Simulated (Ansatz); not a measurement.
Be (hcp, Mg type)

```
CELL_PARAMETERS angstrom
      4.52945     0.00000     0.00000
     -1.13236     1.96131     0.00000
      0.00000     0.00000     3.56124
ATOMIC_POSITIONS crystal
  Be 0.16667 0.66667 0.75000
  Be 0.66667 0.66667 0.75000
  Be 0.33333 0.33333 0.25000
  Be 0.83333 0.33333 0.25000
```

In this cell atom 3 (Be, nearest neighbour Be at 2.209 Å; its periodic images, 2.3 Å or more away, move with it) is moved by s along Cartesian [111], unit vector (0.577, 0.577, 0.577); all other atoms and the cell stay fixed.

These are PBE (plane waves to 420 eV, PAW, scalar-relativistic; Ansatz, a first-principles code) values and carry that method's errors. k mesh 19×19×11 (Γ-centred), Fermi-Dirac smearing 0.05 eV. The energy includes the smearing's −TS. With partly filled bands, energies and forces of such displacements shift with the k mesh and the smearing. Be was relaxed with its symmetry unable to fall. The zero of ΔE is the undisplaced structure.

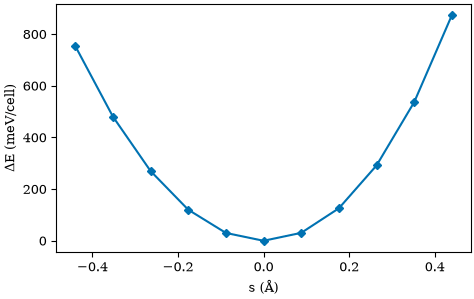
Figure: ΔE (meV/cell) against s (Å); markers are the computed points, lines only join them.

### Question
Is the energy the same for displacements of ±0.440 Å, and if not, which side lies higher?

### Answer
Not even: the positive side lies higher at ±0.440 Å.

### Question
What is the energy change at s = 0.440 Å?

### Answer
About 870 meV/cell.

(A displaced cell: forces are minus the slopes of the energy, force constants its curvatures, and phonons follow from these.)
